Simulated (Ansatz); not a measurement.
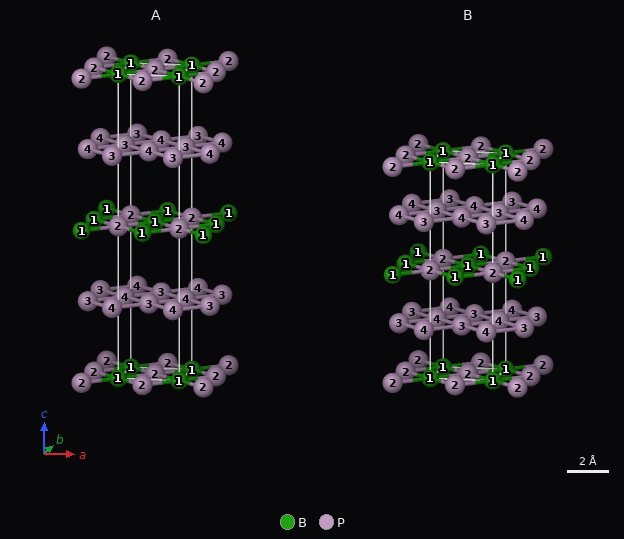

Two geometries of crystalline BP3 (built on the TiAl3 (D0_22)_139 type), drawn at one scale. One is the start of a relaxation, the other its converged end. A ball-and-stick model of the conventional cell (2 times the calculation's cell), seen slightly off an axis. Lengths and directions refer to the drawn axes.

The calculation used Ansatz 0.2.0, DFT PBE, scalar-relativistic, plane waves, PAW. Set-up: plane-wave cutoff 420 eV; k-point mesh 20 × 20 × 20; occupations gaussian; smearing width 0.1 eV; no spin polarisation; cell and atoms relaxed; force threshold 0.01 eV/Å; at most 80 steps.

Which of the two is the end point?

Structure A is the relaxed one. Case: TiAl3 (D0_22) type (I4/mmm, No. 139). No atom moves by more than 0.005 Å relative to the cell. The volume changes by +33.8 %, with a = b 3.145 → 3.066 Å (−2.5 %), c 10.829 → 15.245 Å (+40.8 %). Among the contacts that change: B1–P2 2.224 → 2.168 Å, P3–P4 2.224 → 2.168 Å. The space group stays I4/mmm (No. 139). The energy falls by 0.333 eV per cell of the calculation in 13 accepted moves (16 points after the start). All forces vanish by symmetry, so only the cell relaxes. The pressure goes from 0.51 to 0.00 GPa. The SCF was repeated 3 times at an unchanged geometry on a basis and grid sized afresh for the cell, which shifted the energy by 52.5 meV per cell of the calculation at most. The run took 4.7 min on 1 thread of Intel(R) Xeon(R) 6975P-C (Granite Rapids), with other jobs on the host, peak memory 0.98 GiB.
